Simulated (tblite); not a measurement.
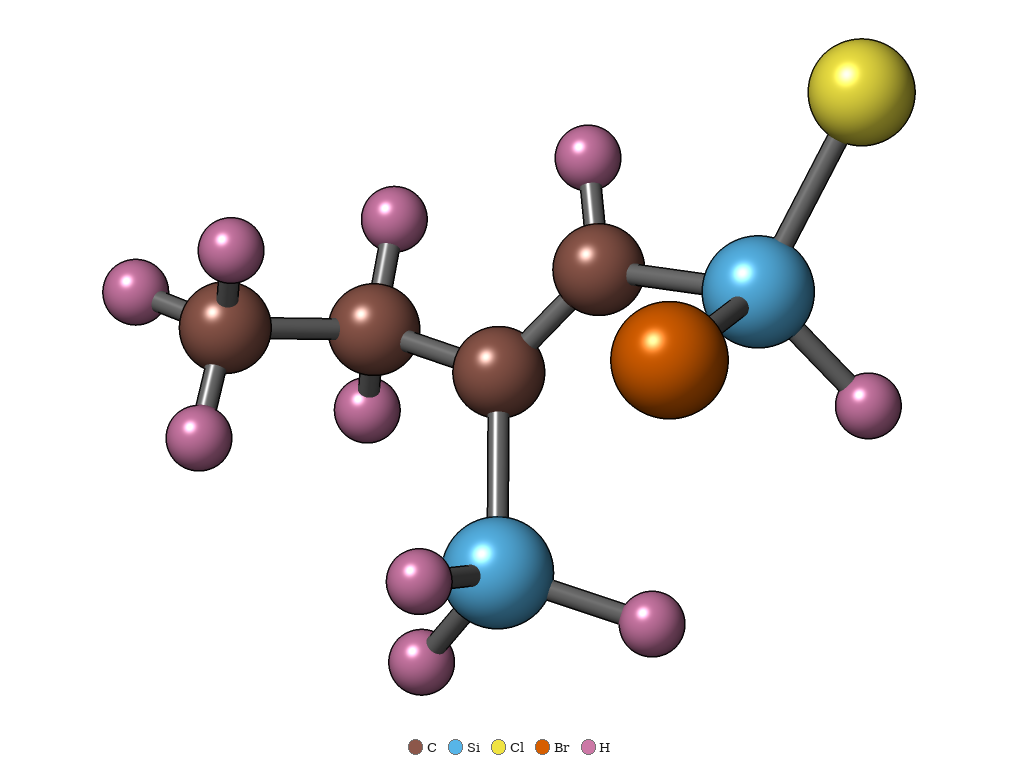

(Drawn from a calculation with tblite.)

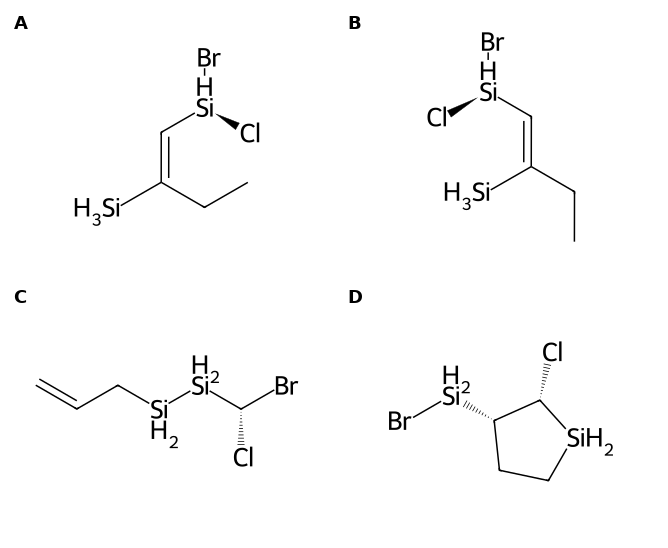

> The first picture shows one of the molecules drawn in the second. Which?

B, `CC/C([SiH3])=C/[Si@@H](Cl)Br`.
